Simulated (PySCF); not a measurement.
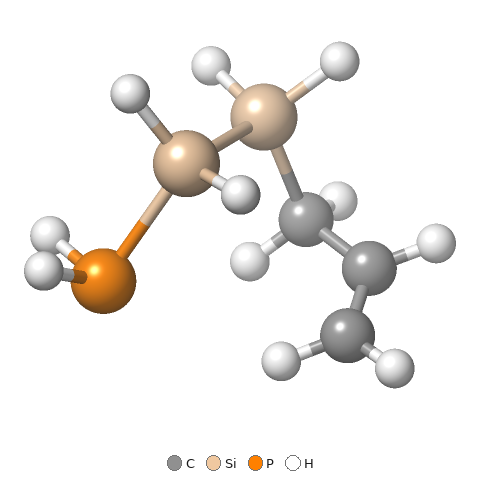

Structure of C₃H₁₁PSi₂, SMILES C=CC[SiH2][SiH2]P.

Vertical TDDFT excitations, CAM-B3LYP/def2-SVPD, PySCF, at a GFN2-xTB geometry (no frequency check), gas phase.

What does its absorption spectrum look like?

The lowest singlet lies at 6.22 eV (199 nm, f = 0.028); the brightest of the first 8 is S4 at 6.64 eV (187 nm), f = 0.153, mixed, the largest part being HOMO → LUMO+1 (34 %). No singlet lies below 3.1 eV (beyond 400 nm), so at this level no vertical transition falls in the visible.


```csv
state,E (eV),λ (nm),f,main character
S1,6.22,199,0.028,HOMO → LUMO (40 %)
S2,6.43,193,0.023,HOMO → LUMO (30 %)
S3,6.52,190,0.026,HOMO → LUMO+1 (32 %)
S4,6.64,187,0.153,HOMO → LUMO+1 (34 %)
S5,6.87,180,0.095,HOMO−1 → LUMO+2 (34 %)
S6,6.91,179,0.017,HOMO → LUMO+3 (50 %)
S7,7.03,176,0.025,HOMO−1 → LUMO+3 (40 %)
S8,7.15,173,0.067,HOMO−2 → LUMO (58 %)
```

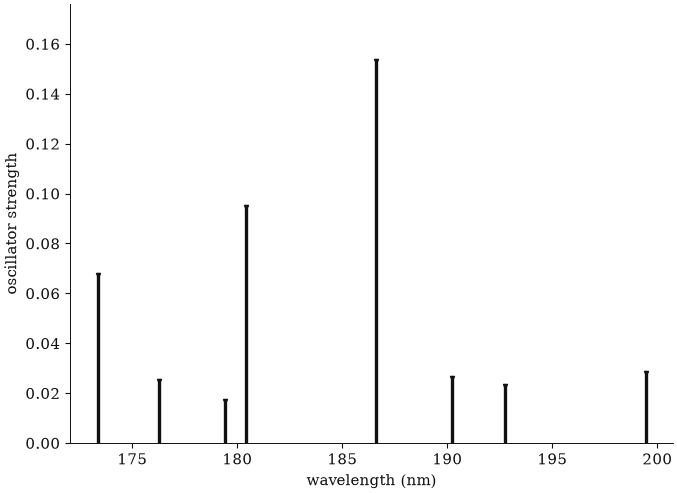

The lowest 8 singlet states are shown.

Note: the tight-binding geometry is rougher than a DFT one and adds to the error; one conformer of a flexible molecule; core orbitals are frozen in the response.
